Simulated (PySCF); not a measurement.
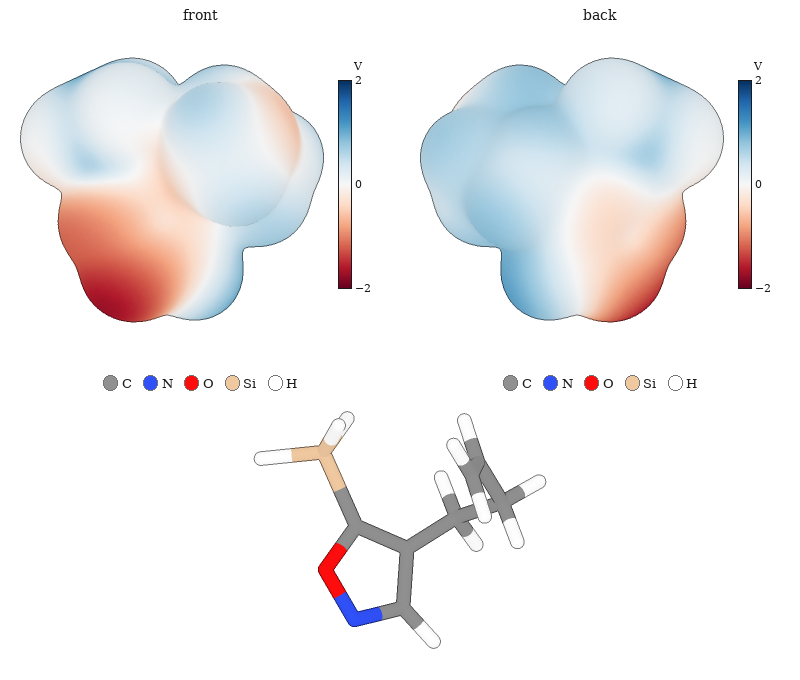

The picture shows: C7H11NOSi (SMILES C=CCCc1cnoc1[SiH3]). The electrostatic potential painted on the density surface at 0.001 e/bohr³, seen from the front and from behind; the colour scale runs from red (negative) to blue (positive). The bare structure is drawn below in the same view.

Geometry: GFN2-xTB.

Method: PBE0/pcSseg-1, SCF density, gas phase, non-relativistic (PySCF 2.14.0).

```yaml
atoms:
  - { symbol: C, position_ang: [2.1228, -0.4274, 1.2662] }
  - { symbol: C, position_ang: [1.4957, 0.6868, 0.9408] }
  - { symbol: C, position_ang: [1.3728, 1.2134, -0.4524] }
  - { symbol: C, position_ang: [-0.0997, 1.2378, -0.9012] }
  - { symbol: C, position_ang: [-0.6579, -0.1401, -0.9318] }
  - { symbol: C, position_ang: [-0.5415, -1.0959, -1.9686] }
  - { symbol: N, position_ang: [-1.1098, -2.2214, -1.6366] }
  - { symbol: O, position_ang: [-1.6099, -2.0576, -0.3921] }
  - { symbol: C, position_ang: [-1.3463, -0.8140, 0.0495] }
  - { symbol: Si, position_ang: [-1.9473, -0.3844, 1.7737] }
  - { symbol: H, position_ang: [2.1796, -0.7763, 2.2831] }
  - { symbol: H, position_ang: [2.6163, -1.0370, 0.5268] }
  - { symbol: H, position_ang: [1.0026, 1.2781, 1.7020] }
  - { symbol: H, position_ang: [1.7669, 2.2325, -0.4946] }
  - { symbol: H, position_ang: [1.9515, 0.5913, -1.1379] }
  - { symbol: H, position_ang: [-0.6794, 1.8503, -0.2081] }
  - { symbol: H, position_ang: [-0.1634, 1.6803, -1.8980] }
  - { symbol: H, position_ang: [-0.0731, -0.9891, -2.9267] }
  - { symbol: H, position_ang: [-3.2027, -1.0958, 1.9963] }
  - { symbol: H, position_ang: [-2.1564, 1.0647, 1.8172] }
  - { symbol: H, position_ang: [-0.9297, -0.7794, 2.7466] }
```

Where is the surface potential most negative and most positive?

The most negative region (about −1.7 V) lies over N7, the most positive (about +1.0 V) over Si10 and H18. N7 is the likeliest acceptor of a hydrogen bond.

How polar is the molecule by this calculation?

Its dipole moment is 3.32 D.
